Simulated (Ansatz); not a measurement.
C$_{9}$H$_{6}$N$_{2}$ (SMILES CC#Cc1ccc(C#N)nc1)

The calculation's input:

```
crystal:
  periodic: [false, false, false]
  atoms:
    - {symbol: C, position_ang: [2.847486, -0.035708, 2.597005]}
    - {symbol: C, position_ang: [1.920645, -0.177964, 1.483100]}
    - {symbol: C, position_ang: [1.147617, -0.294879, 0.552486]}
    - {symbol: C, position_ang: [0.237728, -0.440279, -0.534938]}
    - {symbol: C, position_ang: [0.132494, 0.525413, -1.553319]}
    - {symbol: C, position_ang: [-0.774449, 0.326836, -2.588093]}
    - {symbol: C, position_ang: [-1.556714, -0.839763, -2.575956]}
    - {symbol: C, position_ang: [-2.508302, -1.075321, -3.636078]}
    - {symbol: C, position_ang: [-0.603461, -1.575191, -0.630985]}
    - {symbol: N, position_ang: [-3.264159, -1.236969, -4.501058]}
    - {symbol: N, position_ang: [-1.469681, -1.770396, -1.614065]}
    - {symbol: H, position_ang: [3.891587, -0.014599, 2.243260]}
    - {symbol: H, position_ang: [2.662434, 0.900418, 3.149294]}
    - {symbol: H, position_ang: [2.747782, -0.872774, 3.306626]}
    - {symbol: H, position_ang: [0.760114, 1.417654, -1.522995]}
    - {symbol: H, position_ang: [-0.883863, 1.053230, -3.394623]}
    - {symbol: H, position_ang: [-0.549005, -2.347386, 0.143397]}
basis:
  gaussian:
    orbitals: def2-SVPD
total_charge: 0
hamiltonian:
  xc: pbe0
output:
  forces: true
  orbitals: {seedname: orbitals}
```

Command:

```sh
ansatz run input.yaml --threads 8 --pin off --max-ram 13920MiB --events-out events.jsonl --progress --plain --runs-dir runs
```

Geometry: B3LYP-D3(BJ)/def2-SVP.

Level of theory: isolated molecule in a Gaussian basis; Kohn-Sham density functional theory, functional PBE0 in Ansatz.

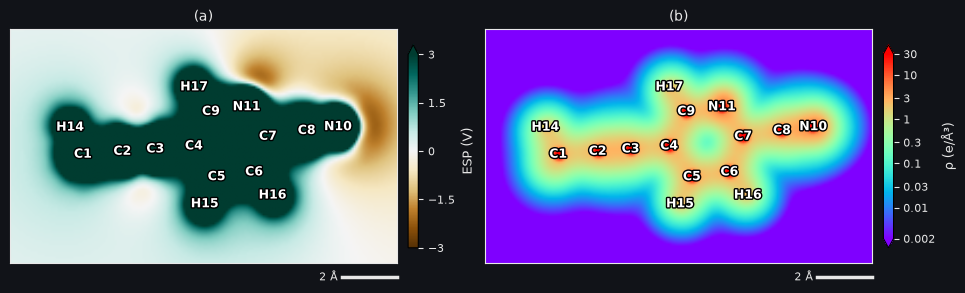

Figure 1. (a) electrostatic potential; (b) total electron density on the plane of atoms N11, C9 and H17.

Read the bonding off the picture.

The plane passes through C, N and H nuclei. C–N (1.16 Å): the density is about 3.4 e/Å³ at the midpoint. C–C (1.22 Å): ρ at the midpoint is about 2.6 e/Å³. C–H (1.09 Å): the density is about 2 e/Å³ at the midpoint. C–N (1.32 Å): ρ at the midpoint is about 2.5 e/Å³. C–C (1.39 Å): ρ at the midpoint is about 2.1 e/Å³. Outside the dense part of the molecule the potential is most negative (−2.2 V) near N10.

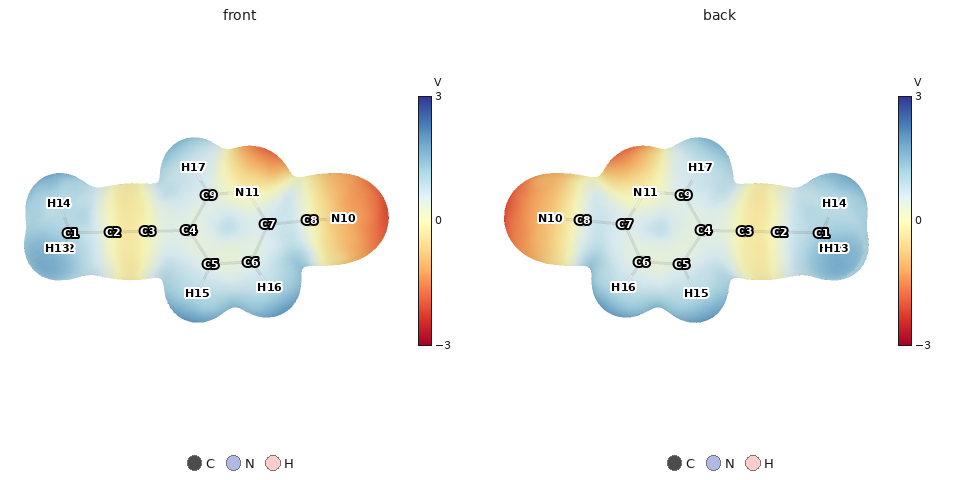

Figure 2. The electrostatic potential painted on the density surface at 0.004 e/bohr³, seen from the front and from behind; red is negative and blue positive.

Where is the surface potential most negative and most positive?

The most negative region (about −2.1 V) lies over N10, the most positive (about +1.9 V) over H15 and H16. N10 is the likeliest acceptor of a hydrogen bond.

What dipole moment does the calculation give?

Its dipole moment is 7.15 D.

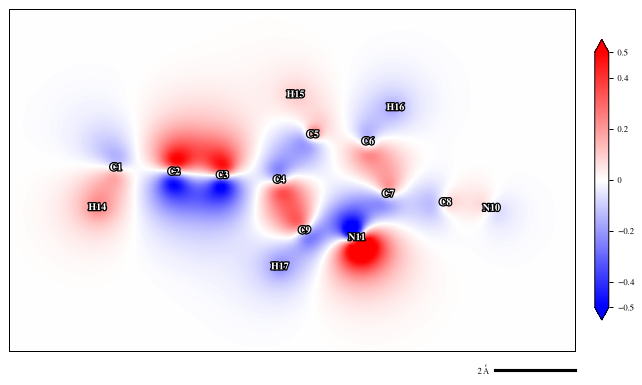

Figure 3. The HOMO−1 on the plane of atoms C7, C6 and H16 (values in Å⁻³ᐟ²; the overall sign is arbitrary).

Where does this orbital lie, and at what energy?

By Hirshfeld shares it lies mainly on N11 (about 30 %), C2 (about 20 %), C3 (about 20 %) and C9 (about 5 %). Its energy is −7.99 eV.
